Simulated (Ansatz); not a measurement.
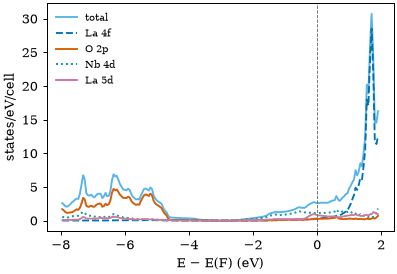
Figure. Total and projected density of states of LaNbHO$_{2}$ in space group P4/mmm (No. 123; La on 1d, Nb on 1a, O on 2f, H on 1b), the program Ansatz at the PBEsol level (PAW)

Which orbitals carry the states next to the Fermi level?

Within 0.5 eV of the Fermi level: Nb 4d 47 %, La 5d 26 %, La 4f 13 %, O 2p 10 %. Projections are on Löwdin-orthogonalised atomic valence shells; empty p or d shells of many metals are not among them.

Where is the tallest occupied peak in this window, and what makes it?

Near -6.3 eV, about 6.9 states/eV per cell; the largest projected share is O 2p.

The start of the workflow was typed in or built on a structure type; neither database checked (COD, Materials Project) lists it. Whether it is the stable phase at ambient conditions was not checked. Symmetry was held in the PBEsol relaxation. At this level the phase is dynamically unstable (imaginary phonons). The workflow began spin-polarised and lost its moments. Spin–orbit coupling is left out wherever it is not named.

Potentials: the earlier of the program's two PAW sets. The files were generated under PBE; for other functionals the program regenerates the frozen cores, and for LDA and PBEsol the local potential too.
